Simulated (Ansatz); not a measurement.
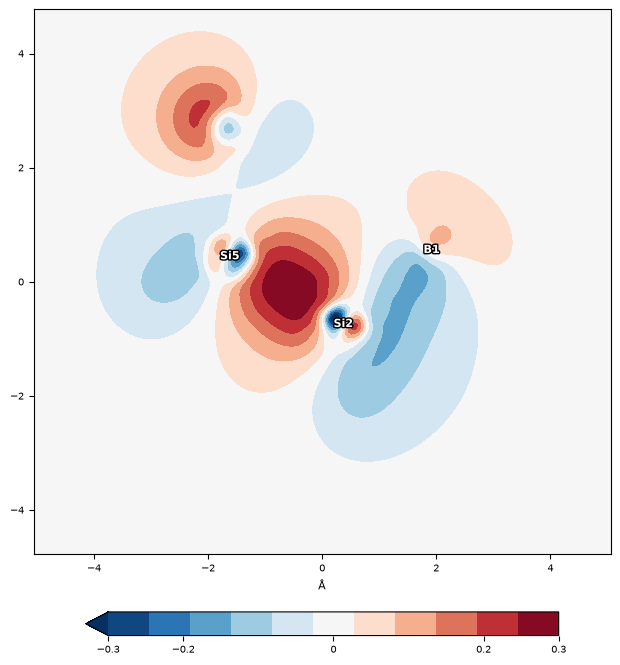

B2BrH7Si3. The HOMO on the plane of atoms B1, Si2 and Si5 (values in Å⁻³ᐟ²; the overall sign is arbitrary).

Level of theory: Ansatz 0.2.0, RHF/def2-SVP.

```yaml
atoms:
  - { symbol: B, position_ang: [-2.4778, 0.9334, -0.2717] }
  - { symbol: Si, position_ang: [-0.5535, 1.2189, -0.7812] }
  - { symbol: B, position_ang: [0.6077, -0.3366, -0.0597] }
  - { symbol: Si, position_ang: [1.3711, -2.1651, -0.4582] }
  - { symbol: Si, position_ang: [0.7419, 1.2905, 1.1379] }
  - { symbol: Br, position_ang: [-0.2026, 1.3503, 3.1682] }
  - { symbol: H, position_ang: [-3.3765, 1.4073, -0.9066] }
  - { symbol: H, position_ang: [-2.7405, 0.2816, 0.6973] }
  - { symbol: H, position_ang: [-0.1935, 1.9139, -2.0364] }
  - { symbol: H, position_ang: [0.7932, -2.8036, -1.6671] }
  - { symbol: H, position_ang: [2.8341, -2.0001, -0.6733] }
  - { symbol: H, position_ang: [1.1586, -3.0778, 0.6943] }
  - { symbol: H, position_ang: [2.0583, 1.9526, 1.1712] }
```

**Where does this orbital lie, and at what energy?**

Its weight (Hirshfeld) is mainly on Si5 (about 30 %), Si2 (about 30 %), B3 (about 15 %), Br6 (about 10 %) and Si4 (about 5 %). Its energy is −8.80 eV.
